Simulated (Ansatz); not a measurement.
# C₂H₂ClFSn: a spread of methods and bases

How do the results and run time of C₂H₂ClFSn respond when the settings are drawn wide?

Method: the settings change from run to run; program: Ansatz 0.2.0, Gaussian basis.

**1. The geometry**

The geometry comes from an earlier relaxation with PBE0-D4 in a triple-zeta def2 set; it is a stationary point, not always the lowest conformer. Sn takes a core potential in def2 sets; no spin-orbit term is included.

SMILES `C#[C][SnH]([F])[Cl]`, 7 atoms, charge 0, spin multiplicity 1.

Atoms are counted from 1 here; the program's logs count them from 0.

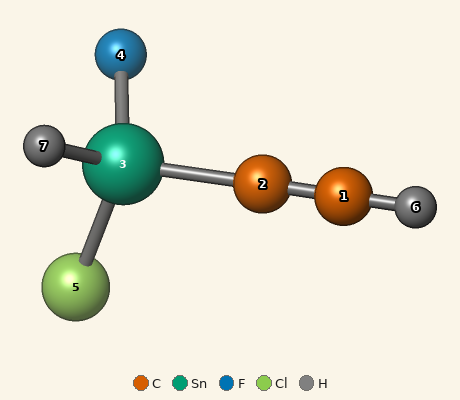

The geometry (carbon orange, tin teal, fluorine blue, chlorine green, hydrogen grey); atoms are numbered from 1 in the order of the file.

**2. PBE-QIDH/def2-mTZVP**

Options: coordinates scaled by 1.05, a grid of angular degree 47.

in.yaml

```yaml
crystal:
  periodic: [false, false, false]
  atoms:
    - {symbol: C, position_ang: [-0.685233, 0.294549, 2.153291]}
    - {symbol: C, position_ang: [-0.271595, 0.090363, 0.975370]}
    - {symbol: Sn, position_ang: [0.480350, -0.252343, -1.018097]}
    - {symbol: F, position_ang: [-0.800293, -1.522719, -1.887915]}
    - {symbol: Cl, position_ang: [0.296883, 1.791913, -2.294408]}
    - {symbol: H, position_ang: [-1.059995, 0.475277, 3.193219]}
    - {symbol: H, position_ang: [2.104246, -0.948543, -1.169548]}
basis:
  gaussian: {orbitals: def2-mTZVP, final_grid: {core_spheres: 20, valence_spheres: 16, degree: 47}}
hamiltonian: {xc: {name: PBE-QIDH}}
```

Launch:

```console
> ansatz run in.yaml --threads 4 --pin off --events-out ev --progress --plain --max-ram 10444MiB
```

The program printed:

```text
Functional definition: PBE-QIDH
  name "PBE-QIDH"
  cite "Brémond, Sancho-García, Pérez-Jiménez & Adamo, J. Chem. Phys. 141, 031101 (2014) doi:10.1063/1.4890314"
  cite "Perdew, Burke & Ernzerhof, Phys. Rev. Lett. 77, 3865 (1996) doi:10.1103/PhysRevLett.77.3865"
  parameter a = 3^(-1/3)
  parameter c = 1/3
  exchange = (1 - a)*pbe_x + a*exact_x
  correlation = (1 - c)*pbe_c + c*(mp2_os + mp2_ss)
1185 factors; integrals over basis functions are off by at most 9.0e-4 eV
mean field evaluation 1: about -23145.7143 eV, gradient 4.5e1 eV
mean field evaluation 2: about -23145.8504 eV, gradient 4.5e1 eV
mean field evaluation 4: about -23150.2430 eV, gradient 5.2e0 eV
mean field evaluation 8: about -23150.3081 eV, gradient 7.1e-1 eV
mean field evaluation 16: about -23150.3093 eV, gradient 2.9e-4 eV
mean field -23150.30932338 eV, -850.7581757908 hartree, gradient 4.9e-6 eV, S^2 0.000000; 0 other end points of the search recorded, 0 dependent functions left out
12 core orbitals not correlated: weight in the atoms' cores, before any rotation towards them, 1.000 or more for the frozen orbitals, at most 0.000 for the correlated occupied ones
reference -23150.30933697 eV, -850.7581762906 hartree; 19, 19 occupied and 90, 90 virtual orbitals, 1185 factors
second order -23.16609687 eV of doubles, -0.00000000 eV of singles
Total energy: -23158.03136926 eV, -851.0419557430 hartree
```

It took 2.9 s on 4 threads of Intel Xeon Platinum 8259CL at 2.50GHz, shared host; peak memory 0.3 GiB.

**3. B97M-V/def2-TZVP**

This run has charge -1, multiplicity 2, restricted open-shell orbitals, high accuracy.

in.yaml

```yaml
crystal:
  periodic: [false, false, false]
  atoms:
    - {symbol: C, position_ang: [-0.652603, 0.280523, 2.050753]}
    - {symbol: C, position_ang: [-0.258662, 0.086060, 0.928924]}
    - {symbol: Sn, position_ang: [0.457476, -0.240327, -0.969616]}
    - {symbol: F, position_ang: [-0.762184, -1.450209, -1.798015]}
    - {symbol: Cl, position_ang: [0.282746, 1.706583, -2.185151]}
    - {symbol: H, position_ang: [-1.009519, 0.452645, 3.041161]}
    - {symbol: H, position_ang: [2.004044, -0.903375, -1.113856]}
basis:
  gaussian: {orbitals: def2-TZVP}
total_charge: -1
magnetization: {spin_polarized: false, initial_magnetization: 1}
hamiltonian: {xc: {name: B97M-V}}
accuracy: high
```

Same command.

The program printed, shortened:

```text
Functional definition: B97M-V
  name "B97M-V"
  cite "Mardirossian & Head-Gordon, J. Chem. Phys. 142, 074111 (2015) doi:10.1063/1.4907719"
  cite "Becke, J. Chem. Phys. 107, 8554 (1997) doi:10.1063/1.475007"
  cite "Vydrov & Van Voorhis, J. Chem. Phys. 133, 244103 (2010) doi:10.1063/1.3521275"
  # Of w^i u^j: cxij and so on, Table III.
[...]
  gx(w, u) = cx00 + cx01*u + cx02*u^2 + (cx10 + cx11*u)*w
  gss(w, u) = css00 + css02*u^2 + css10*w + (css32*w^3 + css42*w^4)*u^2
  gos(w, u) = cos00 + cos01*u + cos03*u^3 + cos10*w + cos32*w^3*u^2
[...]
      + integral(e_c_pw_mod_opposite_spin*gos(b97_w_opposite, b97_u_opposite)) + vv10(b, c)
3260 factors; integrals over basis functions are off by at most 1.9e-8 eV
[...]
mean field -23175.40896674 eV, -851.6805706711 hartree, gradient 3.0e-8 eV, S^2 0.750000; 8 other end points of the search recorded, 0 dependent functions left out
reference -23175.40897379 eV, -851.6805709302 hartree; 32, 31 occupied and 160, 161 virtual orbitals, 3260 factors
Total energy: -23175.40897379 eV, -851.6805709302 hartree
```

Run time: 3.5 min. Hardware: 4 threads of Intel Xeon Platinum 8259CL at 2.50GHz, shared host; peak memory 1.8 GiB.

**4. PBE0-DH/def2-TZVPD**

Set apart from the defaults: charge -1, multiplicity 2, the search for lower states set to light.

in.yaml, as its differences from that of step 3:

```diff
@@ -11,6 +11,7 @@
 basis:
-  gaussian: {orbitals: def2-TZVP}
+  gaussian: {orbitals: def2-TZVPD}
 total_charge: -1
-magnetization: {spin_polarized: false, initial_magnetization: 1}
-hamiltonian: {xc: {name: B97M-V}}
-accuracy: high
+magnetization: {spin_polarized: true, initial_magnetization: 1}
+hamiltonian: {xc: {name: PBE0-DH}}
+scf: {lower_state_search: light}
+output: {forces: true}
```

Same command.

The program printed, shortened:

```text
Functional definition: PBE0-DH
  name "PBE0-DH"
  cite "Brémond & Adamo, J. Chem. Phys. 135, 024106 (2011) doi:10.1063/1.3604569"
  cite "Perdew, Burke & Ernzerhof, Phys. Rev. Lett. 77, 3865 (1996) doi:10.1103/PhysRevLett.77.3865"
[...]
1647 factors; integrals over basis functions are off by at most 7.5e-4 eV
[...]
mean field -23163.63086122 eV, -851.2477332770 hartree, gradient 2.3e-6 eV, S^2 0.758632; 8 other end points of the search recorded, 0 dependent functions left out
12 core orbitals not correlated: weight in the atoms' cores, before any rotation towards them, 1.000 or more for the frozen orbitals, at most 0.000 for the correlated occupied ones
reference -23163.63089211 eV, -851.2477344120 hartree; 20, 19 occupied and 202, 203 virtual orbitals, 1647 factors
second order -36.07631978 eV of doubles, -0.00000000 eV of singles
[...]
Total energy: -23168.14043208 eV, -851.4134569493 hartree
Atom 0 at    -0.652603     0.280523     2.050753 Å, force    -0.535170     0.536873     1.463031 eV/Å
Atom 1 at    -0.258662     0.086060     0.928924 Å, force     0.120949    -1.487871    -0.724035 eV/Å
Atom 2 at     0.457476    -0.240327    -0.969616 Å, force     1.152218    -0.086889     1.517864 eV/Å
Atom 3 at    -0.762184    -1.450209    -1.798015 Å, force    -0.382643    -0.299867    -0.291724 eV/Å
Atom 4 at     0.282746     1.706583    -2.185151 Å, force    -0.639179     2.149641    -1.911381 eV/Å
Atom 5 at    -1.009519     0.452645     3.041161 Å, force     0.094149     0.094673    -0.184603 eV/Å
Atom 6 at     2.004044    -0.903375    -1.113856 Å, force     0.189676    -0.906559     0.130849 eV/Å
Dipole moment:     0.087435    -0.296549     0.342058 e Å
```

Run time: 95 s. Hardware: 4 threads of Intel Xeon Platinum 8259CL at 2.50GHz, shared host; peak memory 1.3 GiB.

Largest force 2.947 eV/Å, ⟨S²⟩ 0.759.

**5. PBE/def2-TZVPP**

Options: charge -1, multiplicity 2, atoms shaken by 0.08 Å, D3(BJ) dispersion.

in.yaml

```yaml
crystal:
  periodic: [false, false, false]
  atoms:
    - {symbol: C, position_ang: [-0.689418, 0.374412, 2.024764]}
    - {symbol: C, position_ang: [-0.255868, -0.027239, 0.885527]}
    - {symbol: Sn, position_ang: [0.458156, -0.235519, -1.066086]}
    - {symbol: F, position_ang: [-0.925528, -1.482869, -1.797583]}
    - {symbol: Cl, position_ang: [0.269212, 1.552886, -2.155360]}
    - {symbol: H, position_ang: [-0.949646, 0.382155, 2.934049]}
    - {symbol: H, position_ang: [1.962516, -0.960374, -1.119480]}
basis:
  gaussian: {orbitals: def2-TZVPP}
total_charge: -1
magnetization: {spin_polarized: true, initial_magnetization: 1}
hamiltonian: {xc: {name: PBE}, dispersion: d3bj}
```

Launched as before.

The program printed:

```text
Functional definition: PBE
  name "PBE"
  cite "Perdew, Burke & Ernzerhof, Phys. Rev. Lett. 77, 3865 (1996) doi:10.1103/PhysRevLett.77.3865"
  parent pbe
  parameter kappa = 0.804
  parameter beta = 0.06672455060314922
  exchange = pbe_x(kappa = kappa, mu = beta*pi^2/3)
  correlation = pbe_c(beta = beta)
1316 factors; their error is unknown
mean field evaluation 1: about -23155.0783 eV, gradient 4.6e1 eV
mean field evaluation 2: about -22980.0598 eV, gradient 1.4e2 eV
mean field evaluation 4: about -23163.0102 eV, gradient 3.2e1 eV
mean field evaluation 8: about -23167.9464 eV, gradient 2.4e0 eV
mean field evaluation 16: about -23167.9617 eV, gradient 4.4e-3 eV
mean field evaluation 32: about -23167.9617 eV, gradient 8.5e-6 eV
mean field -23167.96172782 eV, -851.4068896890 hartree, gradient 8.5e-6 eV, S^2 0.752378; 4 other end points of the search recorded, 0 dependent functions left out
reference -23167.96178283 eV, -851.4068917105 hartree; 32, 31 occupied and 181, 182 virtual orbitals, 1316 factors
Total energy: -23168.12259050 eV, -851.4128012834 hartree
```

It took 6.5 s on 4 threads of Intel Xeon Platinum 8259CL at 2.50GHz, shared host; peak memory 0.62 GiB.

⟨S²⟩ 0.752.

**6. PBE0-DH/def2-SVPD**

Set apart from the defaults: multiplicity 3.

in.yaml

```yaml
crystal:
  periodic: [false, false, false]
  atoms:
    - {symbol: C, position_ang: [-0.652603, 0.280523, 2.050753]}
    - {symbol: C, position_ang: [-0.258662, 0.086060, 0.928924]}
    - {symbol: Sn, position_ang: [0.457476, -0.240327, -0.969616]}
    - {symbol: F, position_ang: [-0.762184, -1.450209, -1.798015]}
    - {symbol: Cl, position_ang: [0.282746, 1.706583, -2.185151]}
    - {symbol: H, position_ang: [-1.009519, 0.452645, 3.041161]}
    - {symbol: H, position_ang: [2.004044, -0.903375, -1.113856]}
basis:
  gaussian: {orbitals: def2-SVPD}
magnetization: {spin_polarized: true, initial_magnetization: 2}
hamiltonian: {xc: {name: PBE0-DH}}
output: {forces: true}
```

Same command.

The program printed, shortened:

```text
Functional definition: PBE0-DH
  name "PBE0-DH"
  cite "Brémond & Adamo, J. Chem. Phys. 135, 024106 (2011) doi:10.1063/1.3604569"
  cite "Perdew, Burke & Ernzerhof, Phys. Rev. Lett. 77, 3865 (1996) doi:10.1103/PhysRevLett.77.3865"
[...]
1458 factors; integrals over basis functions are off by at most 7.8e-4 eV
[...]
mean field -23149.10644744 eV, -850.7139709155 hartree, gradient 3.3e-6 eV, S^2 2.009581; 6 other end points of the search recorded, 0 dependent functions left out
12 core orbitals not correlated: weight in the atoms' cores, before any rotation towards them, 1.000 or more for the frozen orbitals, at most 0.000 for the correlated occupied ones
reference -23149.10647455 eV, -850.7139719117 hartree; 20, 18 occupied and 106, 108 virtual orbitals, 1458 factors
second order -22.57061257 eV of doubles, -0.00000000 eV of singles
[...]
Total energy: -23151.92780112 eV, -850.8176537508 hartree
Atom 0 at    -0.652603     0.280523     2.050753 Å, force    -3.822011     1.991486    10.858902 eV/Å
Atom 1 at    -0.258662     0.086060     0.928924 Å, force     3.899453    -2.149663   -11.004569 eV/Å
Atom 2 at     0.457476    -0.240327    -0.969616 Å, force     0.813939     0.088091     0.932833 eV/Å
Atom 3 at    -0.762184    -1.450209    -1.798015 Å, force    -0.615772    -0.478669    -0.500487 eV/Å
Atom 4 at     0.282746     1.706583    -2.185151 Å, force    -0.154697     0.528671    -0.463640 eV/Å
Atom 5 at    -1.009519     0.452645     3.041161 Å, force    -0.035687     0.031061     0.121112 eV/Å
Atom 6 at     2.004044    -0.903375    -1.113856 Å, force    -0.085225    -0.010976     0.055849 eV/Å
Dipole moment:     0.283287     0.019650     0.801805 e Å
```

Run time: 30 s. Hardware: 4 threads of Intel Xeon Platinum 8259CL at 2.50GHz, shared host; peak memory 0.89 GiB.

Largest force 11.871 eV/Å, dipole 4.09 D, ⟨S²⟩ 2.010.

**7. r2SCAN0/def2-SVPD**

in.yaml, as its differences from that of step 6:

```diff
@@ -12,4 +12,3 @@
   gaussian: {orbitals: def2-SVPD}
-magnetization: {spin_polarized: true, initial_magnetization: 2}
-hamiltonian: {xc: {name: PBE0-DH}}
+hamiltonian: {xc: {name: r2SCAN0}}
 output: {forces: true}
```

The command is unchanged.

The program printed, shortened:

```text
Functional definition: r2SCAN0
  name "r2SCAN0"
  cite "Bursch, Neugebauer, Ehlert & Grimme, J. Chem. Phys. 156, 134105 (2022) doi:10.1063/5.0086040"
  cite "Furness, Kaplan, Ning, Perdew & Sun, J. Phys. Chem. Lett. 11, 8208 (2020) doi:10.1021/acs.jpclett.0c02405"
  cite "Furness, Kaplan, Ning, Perdew & Sun, J. Phys. Chem. Lett. 11, 9248 (2020) doi:10.1021/acs.jpclett.0c03077"
  parent r2scan
[...]
1458 factors; integrals over basis functions are off by at most 7.8e-4 eV
[...]
mean field -23167.28417961 eV, -851.3819902516 hartree, gradient 1.9e-5 eV, S^2 0.000000; 0 other end points of the search recorded, 0 dependent functions left out
[...]
reference -23167.28419309 eV, -851.3819907467 hartree; 31, 31 occupied and 107, 107 virtual orbitals, 1458 factors
Total energy: -23167.28419309 eV, -851.3819907467 hartree
Atom 0 at    -0.652603     0.280523     2.050753 Å, force    -0.152560     0.080981     0.463627 eV/Å
Atom 1 at    -0.258662     0.086060     0.928924 Å, force     0.166305    -0.100330    -0.553368 eV/Å
Atom 2 at     0.457476    -0.240327    -0.969616 Å, force     0.498463    -0.093681     0.418406 eV/Å
Atom 3 at    -0.762184    -1.450209    -1.798015 Å, force    -0.357242    -0.336840    -0.242560 eV/Å
Atom 4 at     0.282746     1.706583    -2.185151 Å, force    -0.037098     0.387818    -0.256979 eV/Å
Atom 5 at    -1.009519     0.452645     3.041161 Å, force    -0.062146     0.030628     0.176492 eV/Å
Atom 6 at     2.004044    -0.903375    -1.113856 Å, force    -0.055722     0.031426    -0.005618 eV/Å
Dipole moment:     0.368820     0.003488     0.597183 e Å
```

Wall time 3.8 s (4 threads of Intel Xeon Platinum 8259CL at 2.50GHz, shared host); peak memory 0.42 GiB.

Largest force 0.657 eV/Å, dipole 3.37 D.

**8. PBE0-DH/def2-SVP**

Set apart from the defaults: finite nuclei, the search for lower states set to light.

in.yaml, as its differences from that of step 7:

```diff
@@ -11,4 +11,4 @@
 basis:
-  gaussian: {orbitals: def2-SVPD}
-hamiltonian: {xc: {name: r2SCAN0}}
-output: {forces: true}
+  gaussian: {orbitals: def2-SVP, nuclear_model: gaussian}
+hamiltonian: {xc: {name: PBE0-DH}}
+scf: {lower_state_search: light}
```

Same command.

The program printed, shortened:

```text
Functional definition: PBE0-DH
  name "PBE0-DH"
  cite "Brémond & Adamo, J. Chem. Phys. 135, 024106 (2011) doi:10.1063/1.3604569"
  cite "Perdew, Burke & Ernzerhof, Phys. Rev. Lett. 77, 3865 (1996) doi:10.1103/PhysRevLett.77.3865"
[...]
1020 factors; integrals over basis functions are off by at most 1.2e-3 eV
[...]
mean field -23153.49245972 eV, -850.8751538937 hartree, gradient 9.2e-6 eV, S^2 0.000000; 0 other end points of the search recorded, 0 dependent functions left out
12 core orbitals not correlated: weight in the atoms' cores, before any rotation towards them, 1.000 or more for the frozen orbitals, at most 0.000 for the correlated occupied ones
reference -23153.49247891 eV, -850.8751545992 hartree; 19, 19 occupied and 65, 65 virtual orbitals, 1020 factors
second order -22.91665121 eV of doubles, -0.00000000 eV of singles
Total energy: -23156.35706031 eV, -850.9804260240 hartree
```

Run time: 1.8 s. Hardware: 4 threads of Intel Xeon Platinum 8259CL at 2.50GHz, shared host.

**9. wB97X/def2-TZVP**

in.yaml, as its differences from that of step 8:

```diff
@@ -11,4 +11,3 @@
 basis:
-  gaussian: {orbitals: def2-SVP, nuclear_model: gaussian}
-hamiltonian: {xc: {name: PBE0-DH}}
-scf: {lower_state_search: light}
+  gaussian: {orbitals: def2-TZVP}
+hamiltonian: {xc: {name: wB97X}}
```

Launched as before.

The program printed, shortened:

```text
Functional definition: wB97X
  name "wB97X"
  cite "Chai & Head-Gordon, J. Chem. Phys. 128, 084106 (2008) doi:10.1063/1.2834918"
  cite "Becke, J. Chem. Phys. 107, 8554 (1997) doi:10.1063/1.475007"
[...]
  # The coefficients of nought are those of the uniform gas.
[...]
      + exact_x_lr(omega)
[...]
      + integral(e_c_pw_opposite_spin*poly(b97_u_opposite, 1, cos1, cos2, cos3, cos4))
1299 factors; their error is unknown
270 factors; integrals over basis functions are off by at most 2.8e-5 eV
[...]
mean field -23179.86741381 eV, -851.8444155791 hartree, gradient 3.0e-5 eV, S^2 0.000000; 0 other end points of the search recorded, 0 dependent functions left out
reference -23179.86737731 eV, -851.8444142379 hartree; 31, 31 occupied and 161, 161 virtual orbitals, 1299 factors
Total energy: -23179.86737731 eV, -851.8444142379 hartree
```

Run time: 4.5 s. Hardware: 4 threads of Intel Xeon Platinum 8259CL at 2.50GHz, shared host; peak memory 0.47 GiB.

**10. BLYP/def2-mTZVP**

Options: finite nuclei, D3(BJ) with three-body dispersion.

in.yaml, as its differences from that of step 9:

```diff
@@ -11,3 +11,4 @@
 basis:
-  gaussian: {orbitals: def2-TZVP}
-hamiltonian: {xc: {name: wB97X}}
+  gaussian: {orbitals: def2-mTZVP, nuclear_model: gaussian}
+hamiltonian: {xc: {name: BLYP}, dispersion: d3bjatm}
+output: {forces: true}
```

Same command.

The program printed, shortened:

```text
Functional definition: BLYP
  name "BLYP"
  cite "Becke, Phys. Rev. A 38, 3098 (1988) doi:10.1103/PhysRevA.38.3098"
  cite "Lee, Yang & Parr, Phys. Rev. B 37, 785 (1988) doi:10.1103/PhysRevB.37.785"
[...]
1205 factors; their error is unknown
[...]
mean field -23176.85973643 eV, -851.7338854741 hartree, gradient 4.9e-5 eV, S^2 0.000000; 0 other end points of the search recorded, 0 dependent functions left out
[...]
reference -23176.86012265 eV, -851.7338996673 hartree; 31, 31 occupied and 90, 90 virtual orbitals, 1205 factors
Total energy: -23177.22659638 eV, -851.7473673284 hartree
Atom 0 at    -0.652603     0.280523     2.050753 Å, force    -0.313929     0.150750     0.913541 eV/Å
Atom 1 at    -0.258662     0.086060     0.928924 Å, force     0.168293    -0.070082    -0.461501 eV/Å
Atom 2 at     0.457476    -0.240327    -0.969616 Å, force     0.835341     0.078045     0.552693 eV/Å
Atom 3 at    -0.762184    -1.450209    -1.798015 Å, force    -0.885342    -0.894094    -0.603420 eV/Å
Atom 4 at     0.282746     1.706583    -2.185151 Å, force    -0.060428     0.833782    -0.511050 eV/Å
Atom 5 at    -1.009519     0.452645     3.041161 Å, force    -0.051891     0.023455     0.127994 eV/Å
Atom 6 at     2.004044    -0.903375    -1.113856 Å, force     0.307957    -0.121856    -0.018258 eV/Å
Dipole moment:     0.343557     0.001669     0.556386 e Å
```

Wall time 1.4 s (4 threads of Intel Xeon Platinum 8259CL at 2.50GHz, shared host).

Largest force 1.395 eV/Å, dipole 3.14 D.

**11. The runs in one table**

```tsv
level	charge	multiplicity	geometry	functions	energy (eV)	time
PBE-QIDH/def2-mTZVP	0	1	scaled	121	-23158.031	2.9 s
B97M-V/def2-TZVP	-1	2	relaxed	192	-23175.409	3.5 min
PBE0-DH/def2-TZVPD	-1	2	relaxed	234	-23168.140	95 s
PBE/def2-TZVPP	-1	2	shaken	213	-23168.123	6.5 s
PBE0-DH/def2-SVPD	0	3	relaxed	138	-23151.928	30 s
r2SCAN0/def2-SVPD	0	1	relaxed	138	-23167.284	3.8 s
PBE0-DH/def2-SVP	0	1	relaxed	96	-23156.357	1.8 s
wB97X/def2-TZVP	0	1	relaxed	192	-23179.867	4.5 s
BLYP/def2-mTZVP	0	1	relaxed	121	-23177.227	1.4 s
```

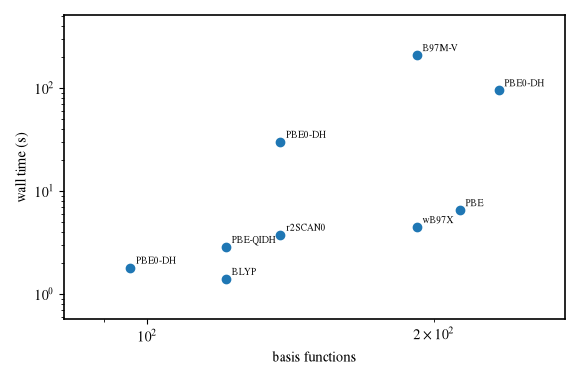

Wall time against the number of basis functions (shared host).

**12. Outcome**

| quantity | value |
| --- | --- |
| runs | 9 |
| quickest | BLYP/def2-mTZVP, 1.4 s |
| slowest | B97M-V/def2-TZVP, 3.5 min |
| spread of total energies, same state and geometry | 23.5 eV |
| dipole, same state and geometry | 3.14 to 3.37 D |

What this shows: B97M-V/def2-TZVP took 149 times as long as BLYP/def2-mTZVP. The jobs differ in tasks and options as well as level. The totals spread over 24 eV; they can't be compared across methods or bases. At the PBE0-D4/def2-TZVP geometry and in the same state, runs without warnings or point charges leave forces up to 1.40 eV/Å (BLYP/def2-mTZVP).
